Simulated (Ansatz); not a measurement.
**Iridium, hcp under PBEsol: structure, energy and stiffness**

The plan for iridium in the hcp structure: relax it, solve it on a dense k-mesh, then scale the cell to 7 volumes from 88 to 112 % of the relaxed one and try a fit of the equation of state. Spin polarisation is left out. The k-meshes are 13×13×7 for the relaxation; 22×22×12 for the dense run; 15×15×8 for the volumes.

This is Ir in the hcp structure; at room conditions it is fcc.

Program: Ansatz 0.2.0. Level of theory: DFT PBEsol, plane waves (420 eV) with PAW, scalar-relativistic; PBE-made PAW files. These are calculated values, not measurements.

### 1 The structure to begin with

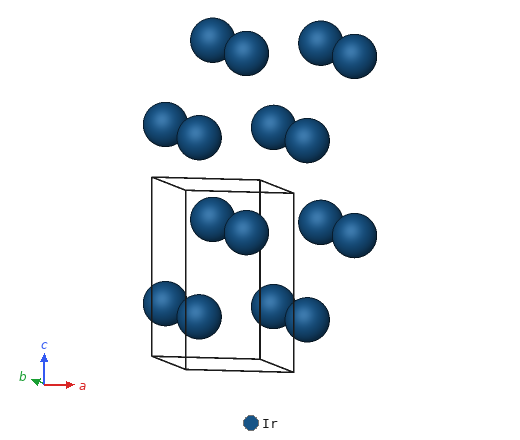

Start, viewed slightly off an axis; iridium blue. 2×2×2 cells are drawn. Any atoms on the faces are drawn again on the opposite ones.

As a file:

```
CELL_PARAMETERS angstrom
2.71486 0.00000 0.00000
-1.35743 2.35114 0.00000
0.00000 0.00000 4.43337
ATOMIC_POSITIONS crystal
Ir 0.33333 0.66667 0.25000
Ir 0.66667 0.33333 0.75000
```

### 2 Relaxation of the cell

The input, input.yaml:

```yaml
crystal:
  lattice:
    - [2.7148619862, 0.0, 0.0]
    - [-1.3574309931, 2.3511394478, 0.0]
    - [0.0, 0.0, 4.4333696235]
  atoms:
    - { symbol: Ir, position: [0.3333333333, 0.6666666667, 0.25] }
    - { symbol: Ir, position: [0.6666666667, 0.3333333333, 0.75] }
hamiltonian:
  xc: pbesol
  pseudopotentials:
    kind: paw
    azcp:
      Ir: "pseudopotentials/Ir.paw.azcp"
basis:
  ecutwfc: 420
  fft_grid_basis: typed
kpoints:
  mp_grid: { grid: [13, 13, 7], shift: [0, 0, 0] }
magnetization:
  spin_polarized: false
scf:
  occupations: { method: fermi_dirac, width: 0.1 }
relax:
  max_steps: 60
  f_tol: 0.01
  cell: {}
output:
  write_density: true
  write_potential: true
  elf: true
  volumetric_format: npy
```

What it wrote:

```text
Warning: <dir> the record states the generating functional pbe (its physics header spells it `PBE`), which answers neither for hamiltonian.xc's functional nor for the pbesol family's — results may be inconsistent (PPs are generated against a specific XC)
Warning: RAYON_NUM_THREADS=2 ignored (pool sized by the plan → 2); use --threads N
Engine: ansatz 0.2.0, aarch64-unknown-linux-gnu
Pseudopotentials: kind: paw
Pseudopotential: Ir, paw, valence charge 17, recommended cutoff 420 eV (normal), <dir>
Functional definition: PBEsol
  exchange = pbesol_x
  correlation = pbesol_c
Crystal: 2 atoms, lattice volume = 28.298 Å³
Basis set: ecut = 420 eV, 549 PW (Γ), exchange–correlation on 40×40×60 points (8 copies of the dense FFT grid, shifted against one another)
Bands: 21, of which v1, the nominal top of the filled ones, is band 17 counted from 1 (16 counted from 0)
Symmetry: 24 space group operations
Space group: P63/mmc (ITA 194), of the structure as read, at distance tolerance 3.0e-5 Å
k-points: 84 of 1183
Non-local potential: Ir, projectors of the file, l = 0: 3, l = 1: 2, l = 2: 2, l = 3: 1
PAW form: soft (Blöchl's): semilocal exchange-correlation on the pseudo side does not see the compensation charge
PAW frozen core: Ir, regenerated for the run's functional, and the local potential with it (the file was generated under x = pbe(κ = 0.804, μ = 0.2195149727645171), c = pbe(β = 0.06672455060314922))
PAW one-centre angular grid: Ir, 590 points (default); XC on 64 Gauss nodes
Initial density: superposition of atomic densities (neutral atoms: chi_scale 0, normalization atom), corrected by the library's trained network
Initial wavefunctions: pseudopotential atomic-orbital guess
Functional: x = pbesol(κ = 0.804, μ = 0.12345679012345678), c = pbesol(β = 0.046)
SCF iter   1: F=—  HF=-23597.942584 eV  |F-HF|=—  |Δ(HF+E_count)|=         —  Δρ=1.01e-2  dr2=1.53e-2  ethr=1.77e-3  ⟨swp⟩=4.5  Hψ=6819  notcnv=0
preconditioner: auto → none  [metal: Δε(μ)=0.006 eV  Ē_g=8.056 eV  σ=0.100 eV  W_gap=0.02  n_scr=8 (ndim 8)  ℏωp=29.6 eV  f_vac=0.000  D(μ)=2.53/eV (n_scr^D=34)  sad-step TF]
SCF iter   2: F=—  HF=-23597.942223 eV  |F-HF|=—  |Δ(HF+E_count)|=   3.61e-4  Δρ=5.75e-3  dr2=4.97e-3  ethr=4.51e-5  ⟨swp⟩=1.7  Hψ=2871  notcnv=0
SCF iter   3: F=—  HF=-23597.941760 eV  |F-HF|=—  |Δ(HF+E_count)|=   4.63e-4  Δρ=3.16e-4  dr2=1.50e-5  ethr=1.46e-5  ⟨swp⟩=2.0  Hψ=2482  notcnv=0
SCF iter   4: F=—  HF=-23597.941784 eV  |F-HF|=—  |Δ(HF+E_count)|=   2.39e-5  Δρ=4.95e-5  dr2=4.84e-7  ethr=4.42e-8  ⟨swp⟩=2.0  Hψ=2546  notcnv=0
iter 5 did not close the SCF: its close was put off for the readings that it lacked (scf_convergence_deferred on its scf_iter line)
SCF iter   5: F=-23597.941784 eV  HF=-23597.941784 eV  |F-HF|=7.49e-10  |Δ(HF+E_count)|=   7.52e-8  Δρ=5.89e-6  dr2=2.80e-9  ethr=1.42e-9  ⟨swp⟩=2.6  Hψ=3113  notcnv=0
SCF iter   6: F=-23597.941784 eV  HF=-23597.941784 eV  |F-HF|=1.20e-10  |Δ(HF+E_count)|=  3.49e-10  Δρ=1.11e-6  dr2=1.75e-10  ethr=8.24e-12  ⟨swp⟩=4.2  Hψ=9616  notcnv=0
SCF 1 converged in 6 iterations: F = -23597.941784 eV  dr2 = 1.75e-10
relax step   1: F+E_penalty+E_count = -23597.94178411 eV  Δ(F+E_penalty+E_count) = +0.000e0 eV  max|allowed force component| = 1.480e-16 eV/Å  Δτ_max = 0.0000 Å  P = -0.567 GPa  Ω = 28.298 Å³  (6 SCF iters, dr2 threshold 1.00e-7 eV, accepted)
Crystal: 2 atoms, lattice volume = 28.174 Å³
Initial density: handed on by an earlier stage of this run
Initial wavefunctions: those handed on with the density
iter 1 solved again at ethr=3.80e-7 eV; its pass at ethr=3.10e-3 eV (dr2=1.29e-4 eV) is discarded
SCF iter   1: F=—  HF=-23597.942219 eV  |F-HF|=—  |Δ(HF+E_count)|=         —  Δρ=1.27e-3  dr2=1.09e-4  ethr=3.80e-7  ⟨swp⟩=2.4  Hψ=10228  notcnv=0
preconditioner: auto → none  [metal: Δε(μ)=0.027 eV  Ē_g=8.097 eV  σ=0.100 eV  W_gap=0.07  n_scr=8 (ndim 8)  ℏωp=29.7 eV  f_vac=0.000  D(μ)=2.56/eV (n_scr^D=34)]
SCF iter   2: F=—  HF=-23597.942213 eV  |F-HF|=—  |Δ(HF+E_count)|=   5.67e-6  Δρ=5.70e-4  dr2=2.04e-5  ethr=3.20e-7  ⟨swp⟩=1.0  Hψ=1764  notcnv=0
iter 3 did not close the SCF: its close was put off for the readings that it lacked (scf_convergence_deferred on its scf_iter line)
SCF iter   3: F=-23597.942208 eV  HF=-23597.942208 eV  |F-HF|=5.75e-9  |Δ(HF+E_count)|=   4.34e-6  Δρ=2.78e-5  dr2=5.71e-8  ethr=6.00e-8  ⟨swp⟩=1.3  Hψ=1943  notcnv=0
iter 4 did not close the SCF: its close was put off for the readings that it lacked (scf_convergence_deferred on its scf_iter line)
SCF iter   4: F=-23597.942209 eV  HF=-23597.942209 eV  |F-HF|=1.34e-9  |Δ(HF+E_count)|=   1.30e-8  Δρ=5.92e-6  dr2=3.56e-9  ethr=1.68e-10  ⟨swp⟩=2.8  Hψ=3564  notcnv=0
iter 5 did not close the SCF: its close was put off for the readings that it lacked (scf_convergence_deferred on its scf_iter line)
SCF iter   5: F=-23597.942209 eV  HF=-23597.942209 eV  |F-HF|=1.46e-11  |Δ(HF+E_count)|=  3.42e-10  Δρ=1.17e-6  dr2=1.04e-10  ethr=1.05e-11  ⟨swp⟩=2.3  Hψ=2853  notcnv=0
SCF iter   6: F=-23597.942209 eV  HF=-23597.942209 eV  |F-HF|=3.64e-12  |Δ(HF+E_count)|=  7.28e-12  Δρ=1.73e-7  dr2=5.14e-12  ethr=1.00e-12  ⟨swp⟩=3.8  Hψ=7779  notcnv=0
SCF 2 converged in 6 iterations: F = -23597.942209 eV  dr2 = 5.14e-12
relax step   2: F+E_penalty+E_count = -23597.94220851 eV  Δ(F+E_penalty+E_count) = -4.244e-4 eV  max|allowed force component| = 7.401e-17 eV/Å  Δτ_max = 0.0000 Å  P = +1.160 GPa  Ω = 28.174 Å³  energy of the carried Pulay correction = +5.378e-5 eV  (6 SCF iters, dr2 threshold 2.00e-7 eV, accepted)
Crystal: 2 atoms, lattice volume = 28.269 Å³
iter 1 solved again at ethr=7.23e-8 eV; its pass at ethr=3.10e-3 eV (dr2=2.46e-5 eV) is discarded
SCF iter   1: F=—  HF=-23597.942660 eV  |F-HF|=—  |Δ(HF+E_count)|=         —  Δρ=4.24e-4  dr2=1.37e-5  ethr=7.23e-8  ⟨swp⟩=3.1  Hψ=9383  notcnv=0
preconditioner: auto → none  [metal: Δε(μ)=0.018 eV  Ē_g=8.061 eV  σ=0.100 eV  W_gap=0.05  n_scr=8 (ndim 8)  ℏωp=29.6 eV  f_vac=0.000  D(μ)=2.56/eV (n_scr^D=34)]
SCF iter   2: F=—  HF=-23597.942677 eV  |F-HF|=—  |Δ(HF+E_count)|=   1.69e-5  Δρ=1.89e-4  dr2=2.39e-6  ethr=4.03e-8  ⟨swp⟩=1.0  Hψ=1764  notcnv=0
iter 3 did not close the SCF: its close was put off for the readings that it lacked (scf_convergence_deferred on its scf_iter line)
SCF iter   3: F=-23597.942677 eV  HF=-23597.942677 eV  |F-HF|=1.97e-8  |Δ(HF+E_count)|=   2.93e-7  Δρ=1.59e-5  dr2=3.62e-8  ethr=7.03e-9  ⟨swp⟩=1.1  Hψ=1803  notcnv=0
iter 4 did not close the SCF: its close was put off for the readings that it lacked (scf_convergence_deferred on its scf_iter line)
SCF iter   4: F=-23597.942677 eV  HF=-23597.942677 eV  |F-HF|=1.64e-10  |Δ(HF+E_count)|=   6.77e-9  Δρ=3.15e-6  dr2=7.51e-10  ethr=1.06e-10  ⟨swp⟩=2.3  Hψ=3053  notcnv=0
iter 5 did not close the SCF: its close was put off for the readings that it lacked (scf_convergence_deferred on its scf_iter line)
SCF iter   5: F=-23597.942677 eV  HF=-23597.942677 eV  |F-HF|=7.28e-12  |Δ(HF+E_count)|=  2.62e-10  Δρ=5.97e-7  dr2=2.29e-11  ethr=2.21e-12  ⟨swp⟩=2.4  Hψ=2986  notcnv=0
SCF iter   6: F=-23597.942677 eV  HF=-23597.942677 eV  |F-HF|=7.28e-12  |Δ(HF+E_count)|=  1.09e-11  Δρ=5.04e-8  dr2=3.78e-13  ethr=1.00e-12  ⟨swp⟩=4.0  Hψ=7322  notcnv=0
SCF 3 converged in 6 iterations: F = -23597.942677 eV  dr2 = 3.78e-13
relax step   3: F+E_penalty+E_count = -23597.94267657 eV  Δ(F+E_penalty+E_count) = -4.681e-4 eV  max|allowed force component| = 5.551e-17 eV/Å  Δτ_max = 0.0000 Å  P = -0.154 GPa  Ω = 28.269 Å³  energy of the carried Pulay correction = +1.310e-5 eV  (6 SCF iters, dr2 threshold 2.00e-7 eV, accepted)
Crystal: 2 atoms, lattice volume = 28.257 Å³
iter 1 solved again at ethr=6.53e-10 eV; its pass at ethr=3.10e-3 eV (dr2=2.22e-7 eV) is discarded
SCF iter   1: F=—  HF=-23597.942669 eV  |F-HF|=—  |Δ(HF+E_count)|=         —  Δρ=4.01e-5  dr2=1.40e-7  ethr=6.53e-10  ⟨swp⟩=3.1  Hψ=9363  notcnv=0
preconditioner: auto → none  [metal: Δε(μ)=0.017 eV  Ē_g=8.065 eV  σ=0.100 eV  W_gap=0.04  n_scr=8 (ndim 8)  ℏωp=29.6 eV  f_vac=0.000  D(μ)=2.56/eV (n_scr^D=34)]
iter 2 did not close the SCF: its close was put off for the readings that it lacked (scf_convergence_deferred on its scf_iter line)
SCF iter   2: F=-23597.942688 eV  HF=-23597.942688 eV  |F-HF|=1.24e-9  |Δ(HF+E_count)|=   1.95e-5  Δρ=1.78e-5  dr2=2.07e-8  ethr=4.11e-10  ⟨swp⟩=2.5  Hψ=2532  notcnv=0
iter 3 did not close the SCF: its close was put off for the readings that it lacked (scf_convergence_deferred on its scf_iter line)
SCF iter   3: F=-23597.942688 eV  HF=-23597.942688 eV  |F-HF|=2.15e-10  |Δ(HF+E_count)|=  2.98e-10  Δρ=2.40e-6  dr2=6.21e-10  ethr=6.09e-11  ⟨swp⟩=1.0  Hψ=1764  notcnv=0
iter 4 did not close the SCF: its close was put off for the readings that it lacked (scf_convergence_deferred on its scf_iter line)
SCF iter   4: F=-23597.942688 eV  HF=-23597.942688 eV  |F-HF|=7.28e-12  |Δ(HF+E_count)|=  4.37e-11  Δρ=2.72e-7  dr2=4.56e-12  ethr=1.83e-12  ⟨swp⟩=2.2  Hψ=2753  notcnv=0
iter 5 did not close the SCF: its close was put off for the readings that it lacked (scf_convergence_deferred on its scf_iter line)
SCF iter   5: F=-23597.942688 eV  HF=-23597.942688 eV  |F-HF|=7.28e-12  |Δ(HF+E_count)|=  3.64e-12  Δρ=2.62e-8  dr2=5.61e-14  ethr=1.00e-12  ⟨swp⟩=1.0  Hψ=1764  notcnv=0
SCF iter   6: F=-23597.942688 eV  HF=-23597.942688 eV  |F-HF|=3.64e-12  |Δ(HF+E_count)|=    0.00e0  Δρ=4.51e-9  dr2=3.26e-15  ethr=1.00e-12  ⟨swp⟩=3.0  Hψ=5907  notcnv=0
SCF 4 converged in 6 iterations: F = -23597.942688 eV  dr2 = 3.26e-15
relax step   4: F+E_penalty+E_count = -23597.94268824 eV  Δ(F+E_penalty+E_count) = -1.168e-5 eV  max|allowed force component| = 9.252e-17 eV/Å  Δτ_max = 0.0000 Å  P = +0.008 GPa  Ω = 28.257 Å³  energy of the carried Pulay correction = +1.822e-5 eV  (6 SCF iters, accepted)
Initial wavefunctions: pseudopotential atomic-orbital guess (no wavefunctions were taken with the density)
iter 1 solved again at ethr=4.92e-9 eV; its pass at ethr=3.10e-3 eV (dr2=1.67e-6 eV) is discarded
SCF iter   1: F=—  HF=-23597.942643 eV  |F-HF|=—  |Δ(HF+E_count)|=         —  Δρ=1.45e-5  dr2=9.12e-9  ethr=4.92e-9  ⟨swp⟩=3.9  Hψ=12678  notcnv=0
SCF iter   2: F=—  HF=-23597.942663 eV  |F-HF|=—  |Δ(HF+E_count)|=   1.95e-5  Δρ=6.11e-6  dr2=1.37e-9  ethr=2.68e-11  ⟨swp⟩=2.6  Hψ=3266  notcnv=0
SCF iter   3: F=—  HF=-23597.942663 eV  |F-HF|=—  |Δ(HF+E_count)|=  6.00e-10  Δρ=9.95e-7  dr2=3.55e-11  ethr=4.04e-12  ⟨swp⟩=2.0  Hψ=3203  notcnv=0
iter 4 did not close the SCF: its close was put off for the readings that it lacked (scf_convergence_deferred on its scf_iter line)
SCF iter   4: F=-23597.942663 eV  HF=-23597.942663 eV  |F-HF|=7.28e-12  |Δ(HF+E_count)|=  3.27e-11  Δρ=1.10e-7  dr2=1.66e-12  ethr=1.00e-12  ⟨swp⟩=1.0  Hψ=1764  notcnv=0
iter 5 did not close the SCF: its close was put off for the readings that it lacked (scf_convergence_deferred on its scf_iter line)
SCF iter   5: F=-23597.942663 eV  HF=-23597.942663 eV  |F-HF|=3.64e-12  |Δ(HF+E_count)|=  1.09e-11  Δρ=2.80e-8  dr2=7.25e-14  ethr=1.00e-12  ⟨swp⟩=1.0  Hψ=1764  notcnv=0
iter 6 did not close the SCF: its close was put off for the readings that it lacked (scf_convergence_deferred on its scf_iter line)
SCF iter   6: F=-23597.942663 eV  HF=-23597.942663 eV  |F-HF|=3.64e-12  |Δ(HF+E_count)|=  3.64e-12  Δρ=2.64e-9  dr2=1.08e-15  ethr=1.00e-12  ⟨swp⟩=1.0  Hψ=1764  notcnv=0
iter 7 did not close the SCF: its close was put off for the readings that it lacked (scf_convergence_deferred on its scf_iter line)
SCF iter   7: F=-23597.942663 eV  HF=-23597.942663 eV  |F-HF|=1.46e-11  |Δ(HF+E_count)|=  1.46e-11  Δρ=4.41e-10  dr2=5.08e-17  ethr=1.00e-12  ⟨swp⟩=1.0  Hψ=1764  notcnv=0
SCF iter   8: F=-23597.942663 eV  HF=-23597.942663 eV  |F-HF|=1.09e-11  |Δ(HF+E_count)|=  1.82e-11  Δρ=7.78e-11  dr2=1.16e-18  ethr=1.00e-12  ⟨swp⟩=1.5  Hψ=3925  notcnv=0
SCF 5 converged in 8 iterations: F = -23597.942663 eV  dr2 = 1.16e-18
relax step   5: F+E_penalty+E_count = -23597.94266263 eV  Δ(F+E_penalty+E_count) = +2.561e-5 eV  max|allowed force component| = 7.401e-17 eV/Å  Δτ_max = 0.0000 Å  P = +0.010 GPa  Ω = 28.257 Å³  stress off target by 1.31e-2 GPa  SCF on the basis re-selected at this cell (its energy is not comparable with the rows above)  (8 SCF iters)
basis re-selected at this cell: Δ(F+E_penalty+E_count) = +2.561e-5 eV, ΔP = +0.002 GPa vs the last step (what re-selecting the basis moved, of the pressure what is left beyond the Pulay correction that the steps carried, after the strain that the cell walked since its last selection, with what the two solves' SCF thresholds leave and, on support functions, any second-order correction that the steps lacked; it is no measure of the basis error at this ecutwfc). This SCF's stress stands 1.31e-2 GPa from its target on what of the cell is left free (relax.cell.stress_tol is 5.00e-2 GPa) and its largest allowed force component is 7.40e-17 eV/Å (relax.f_tol is 1.00e-2 eV/Å): within both
SCF converged after 8 iterations
Free energy (F): -23597.942663 eV
Harris-Foulkes:  -23597.942663 eV  (|F-HF|=1.09e-11)
Internal energy: -23597.859567 eV  (E = F + TS)
E sigma→0 (E₀):  -23597.901115 eV
Entropy (-TS):   -0.083096 eV (-41.548 meV/atom)
Fermi energy:    25.838514 eV
--- Per-component energies (eV) ---
  E_band       = -168.980964
  E_kinetic    = 1246.900050
  E_local      = -2130.410741  (includes V_loc(G=0)·N_el)
  E_nonlocal   = 151.684241
  E_hartree    = 815.743144
  E_xc         = -533.162282
  E_vxc        = -599.606122  (∫ρ·V_xc dr)
  E_paw        = -18177.479945  (= ΣΔE_a)
  E_vpaw       = -469.034782  (= ΣTr[D̂ρ^β])
  E_aug_tail   = 0.000103  (compensation charges beyond the density's cutoff)
  E_ewald      = -4971.664705
  E_core_change = 0.530570  (= ΣΔE_core)
  E_smearing   = -0.083096  (= −TS)
  E_closure    = 0.000000  (closes the sum)
  Σ components = -23597.942663   (vs F -23597.942663, Δ=0.00e0)
--- Forces (eV/Å), atoms counted from 1 ---
  atom   1  Ir    -0.00000000     0.00000000     0.00000000
  atom   2  Ir     0.00000000    -0.00000000     0.00000000
  max |Σ_I F_I| component: 9.25e-18 eV/Å
--- Stress (GPa, compression-positive) ---
        0.013112       0.000000       0.000000
       -0.000000       0.013112       0.000000
        0.000000       0.000000       0.004544
  P = ⅓ Tr σ = 0.0103 GPa (0.103 kbar)
--- Band table (eV; the first three rows and the last of 84) ---
  k-point 0: bands = ["-67.1806", "-67.1121", "-24.4457", "-23.7437", "-23.7437", "-23.6368", "-23.6274", "-23.6274", "14.5001", "17.5602", "21.8269", "21.9349", "21.9349", "22.5997", "22.5997", "23.4251", "23.4251", "24.9229", "26.1034", "26.1034", "32.8790"]
  k-point 1: bands = ["-67.1772", "-67.1155", "-24.4072", "-23.7380", "-23.7380", "-23.6786", "-23.6332", "-23.6332", "14.7310", "17.5721", "21.7195", "21.8393", "21.8393", "22.4813", "22.4813", "23.7023", "23.7023", "24.1176", "26.0954", "26.0954", "34.0186"]
  k-point 2: bands = ["-67.1677", "-67.1251", "-24.2986", "-23.7946", "-23.7219", "-23.7219", "-23.6494", "-23.6494", "15.3819", "17.5173", "21.4669", "21.7242", "21.7242", "22.2060", "22.2060", "22.6333", "24.3258", "24.3258", "25.9805", "25.9805", "36.5378"]
  k-point 83: bands = ["-67.0992", "-67.0978", "-24.2783", "-24.2731", "-24.1101", "-24.0606", "-23.7971", "-23.7843", "19.3278", "19.3410", "20.2560", "20.4589", "21.5078", "21.6867", "23.2289", "23.6524", "26.0741", "26.3031", "31.6882", "32.5756", "33.6091"]
--- Relaxed structure (4 steps of the walk, 4 accepted, 1 SCFs on fresh bases) ---
  F+E_penalty+E_count = -23597.94266263 eV   max|allowed force component| = 7.401e-17 eV/Å   (the final SCF, on the basis selected at the relaxed cell)
  cell:  # Å, volume = 28.2573 Å³
    - [2.71914151133537, 0.0, 0.0]
    - [-1.359570755667685, 2.354845625301243, 0.0]
    - [0.0, 0.0, 4.41301918847108]
  atoms:
    - { symbol: Ir, position: [0.3333333333333333, 0.6666666666666666, 0.25] }
    - { symbol: Ir, position: [0.6666666666666666, 0.3333333333333333, 0.7500000000000001] }
```

It took 6.8 s on 2 threads of Arm Neoverse V1, shared host; peak memory 0.34 GiB.

The walk, from the log:

| step | energy change (meV/atom) | largest force (eV/Å) | pressure (GPa) | volume (Å³/atom) |
| --- | --- | --- | --- | --- |
| 1 | 0.00 | 0.0000 | -0.57 | 14.149 |
| 2 | -0.21 | 0.0000 | 1.16 | 14.087 |
| 3 | -0.45 | 0.0000 | -0.15 | 14.135 |
| 4 | -0.45 | 0.0000 | 0.01 | 14.129 |
| 5 | -0.44 | 0.0000 | 0.01 | 14.129 |

Steps that repeat a cell are solved on a basis chosen anew, so their changes of energy are no gain of the relaxation.

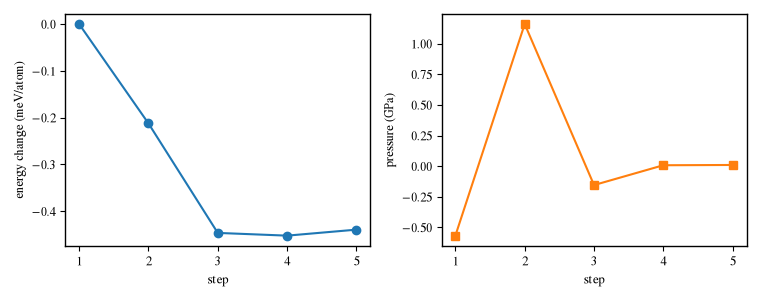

Energy and pressure over the accepted steps.

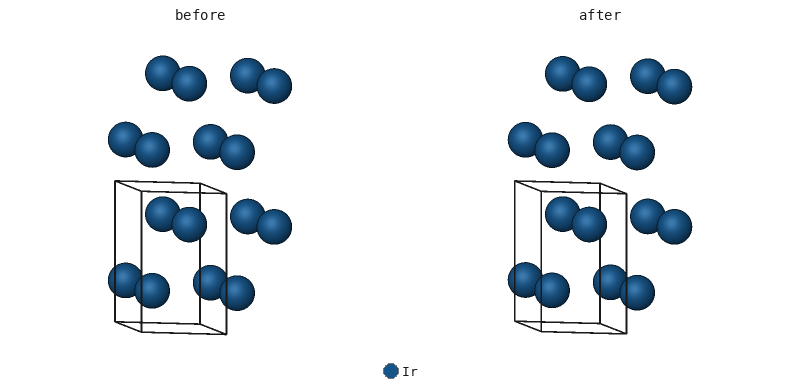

The structure before (left) and after (right), drawn at the same scale. The cells drawn are those of the first picture.

Changes in the cell that was computed:

|  | before | after | change |
| --- | --- | --- | --- |
| a (Å) | 2.715 | 2.719 | +0.2 % |
| b (Å) | 2.715 | 2.719 | +0.2 % |
| c (Å) | 4.433 | 4.413 | -0.5 % |
| volume (Å³/atom) | 14.149 | 14.129 | -0.1 % |
| shortest distance (Å) | 2.715 | 2.708 | -0.3 % |
| space group (spins left aside) | P6_3/mmc | P6_3/mmc | same |

### 3 The energy on a finer k-mesh

The input, input.yaml:

```yaml
crystal:
  lattice:
    - [2.7191415113, 0.0, 0.0]
    - [-1.3595707557, 2.3548456253, 0.0]
    - [0.0, 0.0, 4.4130191885]
  atoms:
    - { symbol: Ir, position: [0.3333333333, 0.6666666667, 0.25] }
    - { symbol: Ir, position: [0.6666666667, 0.3333333333, 0.75] }
hamiltonian:
  xc: pbesol
  pseudopotentials:
    kind: paw
    azcp:
      Ir: "pseudopotentials/Ir.paw.azcp"
basis:
  ecutwfc: 420
  fft_grid_basis: typed
kpoints:
  mp_grid: { grid: [22, 22, 12], shift: [0, 0, 0] }
magnetization:
  spin_polarized: false
scf:
  occupations: { method: fermi_dirac, width: 0.1 }
```

What it wrote, cut to the lines that bear on the results:

```text
Warning: <dir> the record states the generating functional pbe (its physics header spells it `PBE`), which answers neither for hamiltonian.xc's functional nor for the pbesol family's — results may be inconsistent (PPs are generated against a specific XC)
Warning: RAYON_NUM_THREADS=2 ignored (pool sized by the plan → 2); use --threads N
[...]
[... 3 set-up lines as earlier in the session ...]
[...]
Crystal: 2 atoms, lattice volume = 28.257 Å³
Basis set: ecut = 420 eV, 549 PW (Γ)
Bands: 21, of which v1, the nominal top of the filled ones, is band 17 counted from 1 (16 counted from 0)
[... 2 set-up lines as earlier in the session ...]
k-points: 364 of 5808
[...]
SCF iter   1: F=—  HF=-23597.949884 eV  |F-HF|=—  |Δ(HF+E_count)|=         —  Δρ=1.05e-2  dr2=1.60e-2  ethr=1.77e-3  ⟨swp⟩=4.6  Hψ=29436  notcnv=0
[...]
SCF iter   6: F=-23597.948964 eV  HF=-23597.948964 eV  |F-HF|=1.46e-11  |Δ(HF+E_count)|=  1.86e-10  Δρ=6.85e-7  dr2=4.91e-11  ethr=7.05e-12  ⟨swp⟩=1.0  Hψ=22028  notcnv=0
[...]
SCF converged after 6 iterations
Free energy (F): -23597.948964 eV
[...]
E sigma→0 (E₀):  -23597.910628 eV
Entropy (-TS):   -0.076674 eV (-38.337 meV/atom)
Fermi energy:    25.817160 eV
[...]
```

Wall time 4.1 s (2 threads of Arm Neoverse V1, shared host); peak memory 0.41 GiB.

[end of part 1 of 2]
